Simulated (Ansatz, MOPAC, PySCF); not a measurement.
SiH4 (SMILES [SiH4]) and CH4O (SMILES CO) are pulled apart as rigid monomers along the line of their centres of mass, from the B3LYP-D3(BJ)/def2-TZVP minimum. Starting geometry (charge 0, multiplicity 1):
```json
[
 {"atom": "Si", "x (Å)": "-0.1789", "y (Å)": "-0.1402", "z (Å)": "0.2736"},
 {"atom": "H", "x (Å)": "-1.1339", "y (Å)": "-0.8896", "z (Å)": "1.1193"},
 {"atom": "H", "x (Å)": "-0.3235", "y (Å)": "1.3151", "z (Å)": "0.4987"},
 {"atom": "H", "x (Å)": "-0.5125", "y (Å)": "-0.4172", "z (Å)": "-1.1472"},
 {"atom": "H", "x (Å)": "1.2073", "y (Å)": "-0.5807", "z (Å)": "0.5267"},
 {"atom": "C", "x (Å)": "-0.2547", "y (Å)": "-0.4168", "z (Å)": "4.0692"},
 {"atom": "O", "x (Å)": "0.4293", "y (Å)": "0.4799", "z (Å)": "3.2019"},
 {"atom": "H", "x (Å)": "-0.1398", "y (Å)": "-0.1334", "z (Å)": "5.1203"},
 {"atom": "H", "x (Å)": "0.1948", "y (Å)": "-1.3975", "z (Å)": "3.9233"},
 {"atom": "H", "x (Å)": "-1.3207", "y (Å)": "-0.4856", "z (Å)": "3.8298"},
 {"atom": "H", "x (Å)": "0.0501", "y (Å)": "1.3591", "z (Å)": "3.2994"}
]
```

Interaction energies with rigid monomers; basis-set methods are counterpoise corrected unless marked otherwise.

Cores are frozen in the correlated methods. Rows in 3-21G carry no dispersion term and start afresh at each structure. The state reached by AM1 isn't checked.

Programs: Ansatz (an electronic-structure program) with Gaussian orbitals; MOPAC for AM1 (differences of heats of formation); PySCF for 3-21G rows, the dispersion terms. 

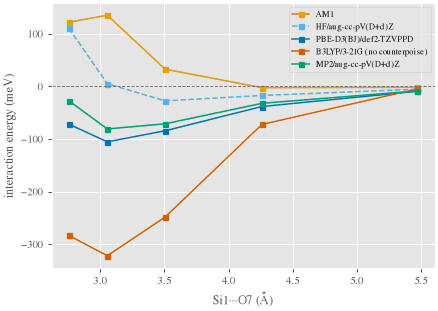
Figure. Interaction energy against separation

**Question.** Which level binds most strongly at Si1···O7 = 3.05, and by how much?

**Answer.** B3LYP/3-21G (no counterpoise), -322 meV.
